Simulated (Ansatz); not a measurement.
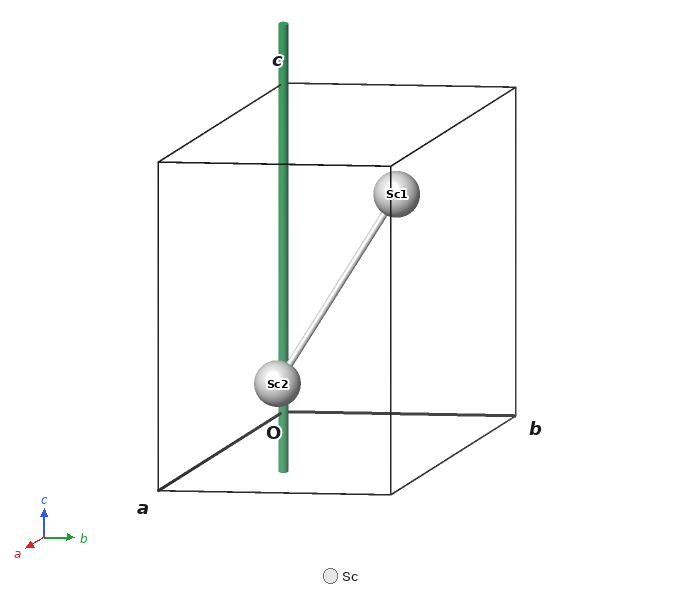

The coloured rod is the axis of a symmetry operation of the crystal. Crystal: Sc, coordinates from a relaxation with DFT LDA, scalar-relativistic, plane waves, PAW (Ansatz). Geometry calculated from the standardised cell; symmetry tolerance 0.002 Å.

a = 3.230 Å, b = 3.230 Å, c = 4.982 Å, α = 90.00°, β = 90.00°, γ = 120.00°.

```csv
atom,x,y,z
Sc1,0.3333,0.6667,0.7500
Sc2,0.6667,0.3333,0.2500
```

Take the operation x, y, z → x−y, x, z+1/2.

What kind of operation is it, and where does it lie?

Answer. It is a 6₃ screw rotation with translation (0, 0, 1/2), about the line along [0 0 1] through (0, 0, 1/2).

Onto which atom does it carry each atom (up to whole multiples of a, b and c)?

Answer. Sc1 → Sc2, Sc2 → Sc1.

What is the crystal's space group?

Answer. P6_3/mmc (No. 194).
